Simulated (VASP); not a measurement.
# TaSi2: structure and properties in VASP, part 2 of 4

Aim: relax TaSi2, then compute properties on the relaxed cell. The start is a cell from a database of measured crystal structures.

VASP 6.6.1; PBEsol; plane waves and PAW (Ta_pv, Si).

Still holding for the runs below: This run has no spin polarisation. Its electron count is odd, so without a moment it is a metal by construction.

So far. Step 2 (Relaxing cell and atoms (PBEsol)): It ends with a largest force of 0.009 eV/Å and a pressure of 0.04 GPa. The volume lies -0.9 % from that of the database's start, which holds the thermal and zero-point expansion of its experiment. The relaxed cell has a = 4.758, c = 6.568 Å (conventional setting).

The database entry behind the starting cell has ideal inner coordinates that were not refined, so it need not match the best structure at ambient conditions.

### 3. Single point with fields (PBEsol)

The relaxed cell gets a fresh self-consistent run, on a basis set for its own volume, to fix the density and to check the remaining stress.

INCAR reads:

```
SYSTEM = TaSi2
PREC = Accurate
ENCUT = 400
EDIFF = 1E-06
NELM = 100
ISMEAR = 0
SIGMA = 0.05
LREAL = .FALSE.
ALGO = Normal
GGA = PS
NBANDS = 37
LASPH = .TRUE.
LORBIT = 11
LWAVE = .FALSE.
LCHARG = .TRUE.
ISIF = 2
LELF = .TRUE.
LVHAR = .TRUE.
```

POSCAR reads:

```
TaSi2
1.0
    4.7575657800      0.0000000000      0.0000000000
   -2.3787828900      4.1201728257      0.0000000000
    0.0000000000      0.0000000000      6.5684782751
Ta Si
3 6
Direct
    0.5000000000      0.0000000000      0.5000000000
    0.5000000000      0.5000000000      0.8333333333
    0.0000000000      0.5000000000      0.1666666667
    0.1594184982      0.3188369964      0.5000000000
    0.8405815018      0.1594184982      0.8333333333
    0.6811630036      0.8405815018      0.1666666667
    0.8405815018      0.6811630036      0.5000000000
    0.1594184982      0.8405815018      0.8333333333
    0.3188369964      0.1594184982      0.1666666667
```

KPOINTS reads:

```
Automatic mesh
0
Gamma
7 7 4
0 0 0
```

PAW data sets: Ta_pv and Si (PBE family, release 64).

Run with:

```sh
$ mpirun -np 8 vasp_std
```

Output:

```text
[banner, memory and clock lines left out]
running    8 mpi-ranks, on    1 nodes
 distrk:  each k-point on    8 cores,    1 groups
 distr:  one band on    1 cores,    8 groups

 POSCAR found type information on POSCAR TaSi
 POSCAR found :  2 types and       9 ions
 [... a notice as in an earlier step ...]

 [... a notice as in an earlier step ...]

 LDA part: xc-table for (Slater+PW92), standard interpolation
|                                                                             |
|           W    W    AA    RRRRR   N    N  II  N    N   GGGG   !!!           |
|           W    W   A  A   R    R  NN   N  II  NN   N  G    G  !!!           |
|           W    W  A    A  R    R  N N  N  II  N N  N  G       !!!           |
|           W WW W  AAAAAA  RRRRR   N  N N  II  N  N N  G  GGG   !            |
|           WW  WW  A    A  R   R   N   NN  II  N   NN  G    G                |
|           W    W  A    A  R    R  N    N  II  N    N   GGGG   !!!           |
|                                                                             |
|     The number of bands has been changed from the values supplied in        |
|     The orbitals not found in the WAVECAR file will be initialized with     |
|     random numbers, which is usually adequate. For correlated               |
|     calculations, however, you should redo the groundstate calculation.     |
|     I found NBANDS = 37. Now, NBANDS = 40.                                  |
|                                                                             |

 POSCAR, INCAR and KPOINTS ok, starting setup
 FFT: planning ... GRIDC
 FFT: planning ... GRID_SOFT
 FFT: planning ... GRID
 WAVECAR not read
 entering main loop
       N       E                     dE             d eps       ncg     rms          rms(c)
DAV:   1     0.330049937626E+03    0.33005E+03   -0.24140E+04  1928   0.110E+03
DAV:   2    -0.641128784841E+02   -0.39416E+03   -0.38222E+03  2232   0.312E+02
DAV:   3    -0.794313633509E+02   -0.15318E+02   -0.15054E+02  2512   0.569E+01
DAV:   4    -0.796486851054E+02   -0.21732E+00   -0.21652E+00  2456   0.690E+00
DAV:   5    -0.796517982682E+02   -0.31132E-02   -0.31121E-02  2408   0.854E-01    0.328E+01
DAV:   6    -0.776554545871E+02    0.19963E+01   -0.64814E+00  2464   0.118E+01    0.152E+01
DAV:   7    -0.773865238637E+02    0.26893E+00   -0.54354E-01  2408   0.352E+00    0.426E+00
DAV:   8    -0.773601515713E+02    0.26372E-01   -0.43267E-02  2552   0.898E-01    0.490E-01
DAV:   9    -0.773592721273E+02    0.87944E-03   -0.26899E-03  2408   0.274E-01    0.249E-01
DAV:  10    -0.773591555493E+02    0.11658E-03   -0.40646E-04  2456   0.109E-01    0.571E-02
DAV:  11    -0.773591421561E+02    0.13393E-04   -0.40755E-05  2440   0.310E-02    0.107E-02
DAV:  12    -0.773591408684E+02    0.12876E-05   -0.31852E-06  2048   0.802E-03    0.334E-03
DAV:  13    -0.773591402259E+02    0.64247E-06   -0.27817E-07  1512   0.262E-03
   1 F= -.77359140E+02 E0= -.77357002E+02  d E =-.427595E-02
```

Run time: 8.4 s. Hardware: 8 MPI ranks of Intel Xeon 6975P-C (Granite Rapids), shared host; peak memory 1.1 GiB; 50 s of CPU time.

From OUTCAR (step 3):

```text
  LATTYP: Found a hexagonal cell.
 ALAT       =     4.7575657800
 C/A-ratio  =     1.3806384565

 Found     24 irreducible k-points:

   k-points           NKPTS =     24   k-points in BZ     NKDIM =     24   number of bands    NBANDS=     40

   ENCUT  =  400.0 eV  29.40 Ry    5.42 a.u.   7.76  7.76 10.71*2*pi/ulx,y,z

   NELECT =      57.0000    total number of electrons

 E-fermi :   9.3980

 k-point     1 :       0.0000    0.0000    0.0000
  band No.  band energies     occupation
    ...
     25       6.8796      2.00000
     26       7.0046      2.00000
     27       7.1749      2.00000
     28       7.1749      2.00000
     29       7.9130      2.00000
     30      10.0780      0.00000
     31      12.4118      0.00000
     32      12.4118      0.00000
     33      12.8878      0.00000
     34      13.0033      0.00000
    ...

 k-point     2 :       0.1429    0.0000    0.0000
  band No.  band energies     occupation
    ...
     25       6.9781      2.00000
     26       7.2586      2.00000
     27       7.2700      2.00000
     28       7.5059      2.00000
     29       7.8020      2.00000
     30      10.1185      0.00000
     31      11.8564      0.00000
     32      12.2096      0.00000
     33      12.3381      0.00000
     34      12.6992      0.00000
    ...

  Total        0.0647466      0.0647466     -0.0351381      0.0000000     -0.0000000      0.0000000
  in kB        0.8056798      0.8056798     -0.4372445      0.0000000     -0.0000000      0.0000000
  external PRESSURE =       0.3913717 kB  Pullay stress =       0.0000000 kB

  energy-cutoff  :      400.00
  volume of cell :      128.76
      direct lattice vectors                 reciprocal lattice vectors
     4.757565780  0.000000000  0.000000000     0.210191524  0.121354133  0.000000000
    -2.378782890  4.120172826  0.000000000     0.000000000  0.242708265  0.000000000
     0.000000000  0.000000000  6.568478275     0.000000000  0.000000000  0.152242263

 POSITION                                       TOTAL-FORCE (eV/Angst)
 -----------------------------------------------------------------------------------
      2.37878      0.00000      3.28424        -0.000000      0.000000     -0.000000
      1.18939      2.06009      5.47373        -0.000000      0.000000     -0.000000
     -1.18939      2.06009      1.09475        -0.000000      0.000000      0.000000
     -0.00000      1.31366      3.28424        -0.000000      0.008649      0.000000
      3.61990      0.65683      5.47373        -0.007491      0.004325      0.000000
      1.24112      3.46334      1.09475        -0.007491     -0.004325     -0.000000
      2.37878      2.80651      3.28424        -0.000000     -0.008649     -0.000000
     -1.24112      3.46334      5.47373         0.007491     -0.004325     -0.000000
      1.13767      0.65683      1.09475         0.007491      0.004325     -0.000000
 -----------------------------------------------------------------------------------
    total drift:                               -0.000000      0.000000      0.000000

  FREE ENERGIE OF THE ION-ELECTRON SYSTEM (eV)
  ---------------------------------------------------
  free  energy   TOTEN  =       -77.3591402259 eV

  energy  without entropy=      -77.3548642750  energy(sigma->0) =      -77.35700225

[... 4 parts as in an earlier step ...]

[... 7 further parts left out ...]
```

This step gave:

| Item | Value |
| --- | --- |
| SCF cycles | 13 |
| bands | 40 |
| free energy (TOTEN) | -77.3591 eV |
| energy at zero smearing | -77.3570 eV |
| pressure | 0.03914 GPa |

Valence electrons inside each PAW sphere by angular momentum. Sphere charges, by row:

```tsv
atom	s (e)	p (e)	d (e)	tot (e)
Ta1	0.29	6.199	2.553	9.042
Ta2	0.29	6.199	2.553	9.042
Ta3	0.29	6.199	2.553	9.042
Si4	0.753	0.888	0	1.641
Si5	0.753	0.888	0	1.641
Si6	0.753	0.888	0	1.641
Si7	0.753	0.888	0	1.641
Si8	0.753	0.888	0	1.641
Si9	0.753	0.888	0	1.641
```

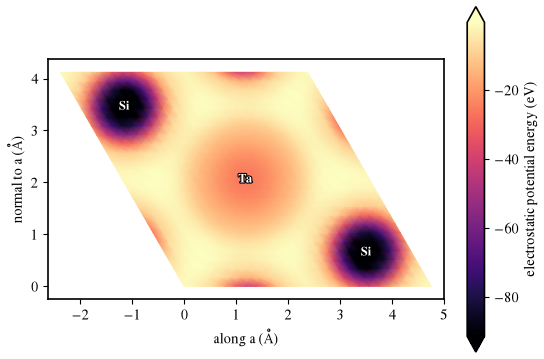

Electrostatic potential energy in the ab plane at fractional z = 0.167, with atoms of Ta and Si within 0.2 Å of it. With pseudopotentials it is smooth inside the atoms' cores, unlike the true potential. The map starts off the cell's origin, so that atoms lie inside it.

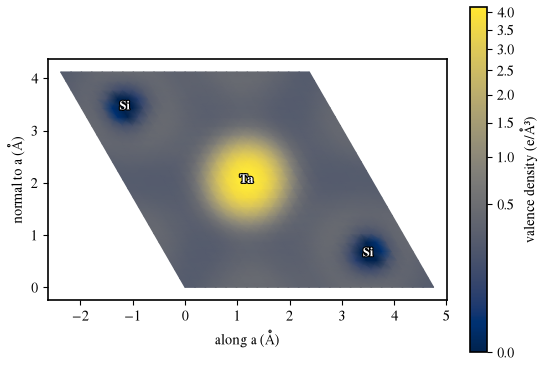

Valence density in the ab plane at fractional z = 0.167, with atoms of Ta and Si within 0.2 Å of it. It is the smooth field of the valence electrons, not physical close to the nuclei. The map starts off the cell's origin, so that atoms lie inside it. The colour scale is stretched toward low values.

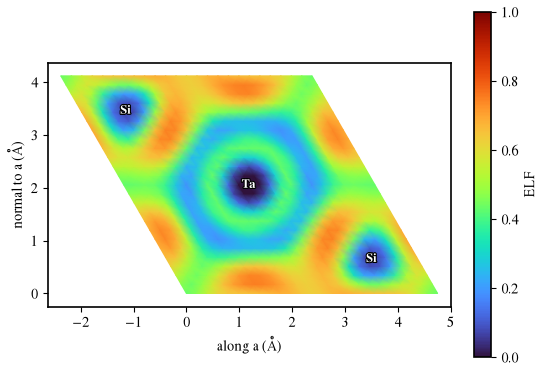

ELF in the ab plane at fractional z = 0.167, with atoms of Ta and Si within 0.2 Å of it. It is the smooth field of the valence electrons, not physical close to the nuclei. The map starts off the cell's origin, so that atoms lie inside it.

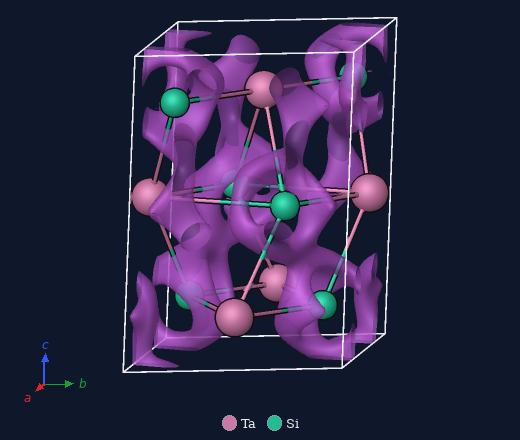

Surface of ELF = 0.69.

In this run the pressure is 0.04 GPa, small enough to go on.

### 4. Band structure (PBEsol)

The mesh alone shows little of the dispersion and can miss band extrema, so KPOINTS_OPT adds a path through the symmetry points after the self-consistent cycle.

INCAR reads:

```
SYSTEM = TaSi2
PREC = Accurate
ENCUT = 400
EDIFF = 1E-06
NELM = 100
ISMEAR = 0
SIGMA = 0.05
LREAL = .FALSE.
ALGO = Normal
GGA = PS
NBANDS = 50
LASPH = .TRUE.
LORBIT = 11
LWAVE = .FALSE.
LCHARG = .FALSE.
KPAR = 8
```

POSCAR is that of step 3.

KPOINTS is that of step 3.

KPOINTS_OPT reads:

```
Line mode
12
Line-mode
Reciprocal
  0.00000000   0.00000000   0.00000000 GAMMA
  0.50000000   0.00000000   0.00000000 M

  0.50000000   0.00000000   0.00000000 M
  0.33333333   0.33333333   0.00000000 K

  0.33333333   0.33333333   0.00000000 K
  0.00000000   0.00000000   0.00000000 GAMMA

  0.00000000   0.00000000   0.00000000 GAMMA
  0.00000000   0.00000000   0.50000000 A

  0.00000000   0.00000000   0.50000000 A
  0.50000000   0.00000000   0.50000000 L

  0.50000000   0.00000000   0.50000000 L
  0.33333333   0.33333333   0.50000000 H

  0.33333333   0.33333333   0.50000000 H
  0.00000000   0.00000000   0.50000000 A

  0.50000000   0.00000000   0.50000000 L
  0.50000000   0.00000000   0.00000000 M

  0.33333333   0.33333333   0.00000000 K
  0.33333333   0.33333333   0.50000000 H
```

Run with:

```sh
$ mpirun -np 8 vasp_std
```

Output:

```text
[banner, memory and clock lines left out]
running    8 mpi-ranks, on    1 nodes
 distrk:  each k-point on    1 cores,    8 groups
 distr:  one band on    1 cores,    1 groups

 POSCAR found type information on POSCAR TaSi
 POSCAR found :  2 types and       9 ions
 [... a notice as in an earlier step ...]

 [... a notice as in an earlier step ...]

 LDA part: xc-table for (Slater+PW92), standard interpolation
 POSCAR, INCAR and KPOINTS ok, starting setup
 FFT: planning ... GRIDC
 FFT: planning ... GRID_SOFT
 FFT: planning ... GRID
 WAVECAR not read
 entering main loop
       N       E                     dE             d eps       ncg     rms          rms(c)
DAV:   1     0.336838307967E+03    0.33684E+03   -0.23079E+04  2424   0.881E+02
DAV:   2    -0.634557634293E+02   -0.40029E+03   -0.38337E+03  2732   0.268E+02
DAV:   3    -0.794616179595E+02   -0.16006E+02   -0.15719E+02  3012   0.517E+01
DAV:   4    -0.796495011213E+02   -0.18788E+00   -0.18728E+00  2928   0.578E+00
DAV:   5    -0.796518155361E+02   -0.23144E-02   -0.23134E-02  3016   0.655E-01    0.328E+01
DAV:   6    -0.776550255980E+02    0.19968E+01   -0.38860E+00  2910   0.940E+00    0.152E+01
DAV:   7    -0.773863994846E+02    0.26863E+00   -0.53149E-01  2816   0.295E+00    0.427E+00
DAV:   8    -0.773602238752E+02    0.26176E-01   -0.39187E-02  3036   0.718E-01    0.568E-01
DAV:   9    -0.773592839044E+02    0.93997E-03   -0.27851E-03  2870   0.228E-01    0.271E-01
DAV:  10    -0.773591555159E+02    0.12839E-03   -0.39129E-04  2994   0.897E-02    0.542E-02
DAV:  11    -0.773591429056E+02    0.12610E-04   -0.29864E-05  2806   0.239E-02    0.126E-02
DAV:  12    -0.773591407920E+02    0.21135E-05   -0.34789E-06  2600   0.737E-03    0.235E-03
DAV:  13    -0.773591402216E+02    0.57041E-06   -0.21490E-07  1546   0.201E-03
   1 F= -.77359140E+02 E0= -.77357002E+02  d E =-.427593E-02
 Start KPOINTS_OPT (optional k-point list driver)
k-point batch [1-24\108]
       N       E                     dE             ncg
DAV:   1     0.333293386211E+04   -0.20316E+05     2400
DAV:   2    -0.621399643356E+04   -0.95469E+04     2734
DAV:   3    -0.660414956154E+04   -0.39015E+03     3032
DAV:   4    -0.660907556964E+04   -0.49260E+01     2936
DAV:   5    -0.660914308836E+04   -0.67519E-01     2992
DAV:   6    -0.660914469938E+04   -0.16110E-02     2982
DAV:   7    -0.660914474619E+04   -0.46810E-04     3016
DAV:   8    -0.660914474766E+04   -0.14713E-05     2348
DAV:   9    -0.660914474778E+04   -0.11450E-06     1880
[...]
k-point batch [97-108\108]
       N       E                     dE             ncg
DAV:   1     0.173521574639E+05   -0.15613E+05     1208
DAV:   2     0.125426370409E+05   -0.48095E+04     1366
DAV:   3     0.123492804933E+05   -0.19336E+03     1448
DAV:   4     0.123468378105E+05   -0.24427E+01     1416
DAV:   5     0.123468017403E+05   -0.36070E-01     1442
DAV:   6     0.123468007885E+05   -0.95186E-03     1470
DAV:   7     0.123468007596E+05   -0.28879E-04     1490
DAV:   8     0.123468007587E+05   -0.86921E-06     1126
```

The job ended after 26 s (8 MPI ranks; peak memory 2.6 GiB).

From OUTCAR (step 4):

```text
 Found     24 irreducible k-points:

   k-points           NKPTS =     24   k-points in BZ     NKDIM =     24   number of bands    NBANDS=     50

   NELECT =      57.0000    total number of electrons

 E-fermi :   9.3980

  Total        0.0649701      0.0649701     -0.0348430      0.0000000     -0.0000000      0.0000000
  in kB        0.8084611      0.8084611     -0.4335717      0.0000000     -0.0000000      0.0000000
  external PRESSURE =       0.3944502 kB  Pullay stress =       0.0000000 kB

 POSITION                                       TOTAL-FORCE (eV/Angst)
 -----------------------------------------------------------------------------------
      2.37878      0.00000      3.28424        -0.000000      0.000000     -0.000000
      1.18939      2.06009      5.47373        -0.000000      0.000000     -0.000000
     -1.18939      2.06009      1.09475        -0.000000      0.000000     -0.000000
     -0.00000      1.31366      3.28424        -0.000000      0.008656      0.000000
      3.61990      0.65683      5.47373        -0.007496      0.004328      0.000000
      1.24112      3.46334      1.09475        -0.007496     -0.004328      0.000000
      2.37878      2.80651      3.28424        -0.000000     -0.008656     -0.000000
     -1.24112      3.46334      5.47373         0.007496     -0.004328     -0.000000
      1.13767      0.65683      1.09475         0.007496      0.004328      0.000000
 -----------------------------------------------------------------------------------
    total drift:                               -0.000000      0.000000      0.000000

  FREE ENERGIE OF THE ION-ELECTRON SYSTEM (eV)
  ---------------------------------------------------
  free  energy   TOTEN  =       -77.3591402216 eV

  energy  without entropy=      -77.3548642930  energy(sigma->0) =      -77.35700226

[... 16 parts as in an earlier step ...]
```

Spin-orbit coupling is off here; with elements this heavy it splits and shifts levels by tenths of an eV or more.

Numbers from this step:

```
bands    : 50
pressure : 0.03945 GPa
```

Electronic bands along the path, in eV, zero at the Fermi level; # counts the bands kept:

```tsv
point	#15	#16	#17	#18	#19	#20	#21	#22
Γ	-2.39	-2.22	-2.22	-1.49	0.68	3.01	3.01	3.49
M	-1.11	-0.79	-0.13	-0.03	0.85	1.21	1.63	1.95
K	-1.79	-1.74	0.31	0.31	0.57	2.14	2.14	2.23
Γ	-2.39	-2.22	-2.22	-1.49	0.68	3.01	3.01	3.49
A	-1.97	-1.77	-1.77	1.08	1.08	2.68	2.68	3.42
L	-2.07	-1.86	-0.71	-0.23	1.56	1.98	2.56	2.60
H	-0.75	-0.75	-0.17	-0.17	0.93	1.56	1.56	2.32
A	-1.97	-1.77	-1.77	1.08	1.08	2.68	2.68	3.42
jump to L	-2.07	-1.86	-0.71	-0.23	1.56	1.98	2.56	2.60
M	-1.11	-0.79	-0.13	-0.03	0.85	1.21	1.63	1.95
jump to K	-1.79	-1.74	0.31	0.31	0.57	2.14	2.14	2.23
H	-0.75	-0.75	-0.17	-0.17	0.93	1.56	1.56	2.32
```

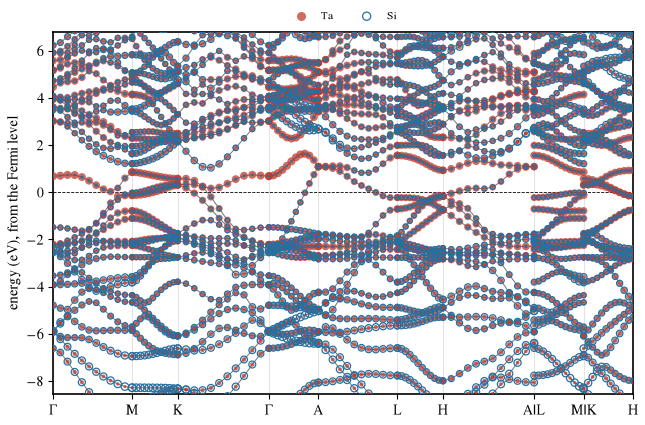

Electronic bands along the path; dots are coloured as in the legend, and their area grows with the weight.

There is no gap at this level.

(Continued in part 3 of 4.)

[Lines on the potential files, build, host, timing and source positions are cut from VASP's logs without a mark.]

[Logs are printed without paths, hosts, clocks, repeated set-up lines and the standing remarks that a program may print on its own settings, such as how far it seeks lower states.]

[Hosts, paths, dates, database ids (printed as entryN), source tags and the programs' standing remarks are cut or masked in the printed files.]

[A measured line is paired with the nearest computed mode of its activity, which favours agreement.]
